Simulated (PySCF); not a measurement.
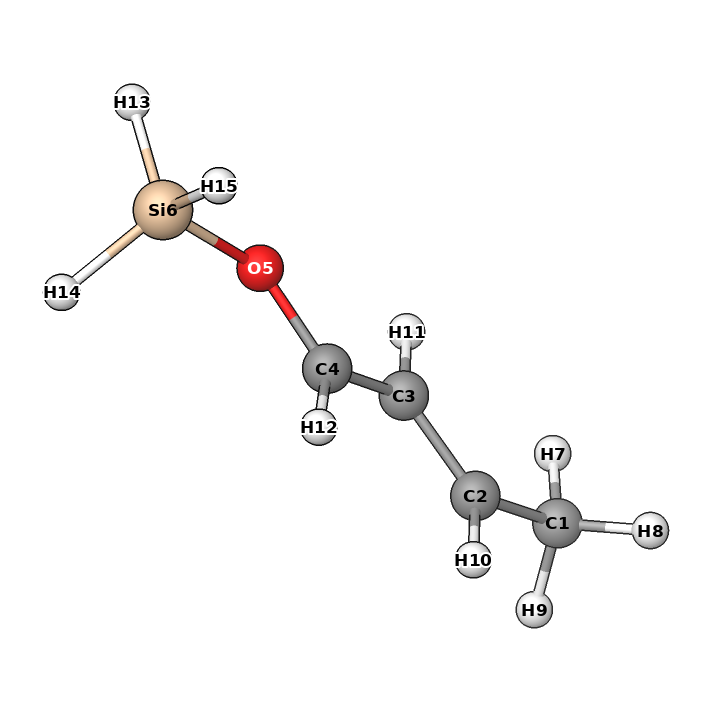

The species is neutral and a spin doublet. The computed structure is the end point of a GFN2-xTB optimisation. No frequency run is at hand to confirm it as a minimum. Computed with UKS B3LYP, pcH-1 on C H O Si, non-relativistic (PySCF 2.14.0). Fermi-contact and spin-dipolar terms alone, no spin-orbit part.

Which nucleus has the largest dipolar (anisotropic) hyperfine coupling?

Answer. 13C at C4: principal values −52.0, −51.7, 103.7 MHz.

List the isotropic and dipolar parts for the most strongly coupled nuclei, one of each equivalent set.

```tsv
atom	isotope	a_iso (MHz)	dipolar part (MHz)
C4	13C	56.2	−52.0, −51.7, 103.7
C2	13C	53.7	−49.7, −48.3, 98.0
O5	17O	−7.5	−34.9, 16.9, 17.9
C3	13C	−47.7	−27.3, 10.9, 16.3
H12	1H	−41.3	−21.6, −1.8, 23.3
H10	1H	−37.2	−20.1, −2.0, 22.1
H11	1H	11.3	−5.1, −1.4, 6.5
H8	1H	69.7	−3.3, −2.4, 5.7
```

The geometry is semi-empirical. Around Si such bond lengths and angles can be off by a tenth of an ångström or more and by several degrees, and values that hang on the shape move with them.
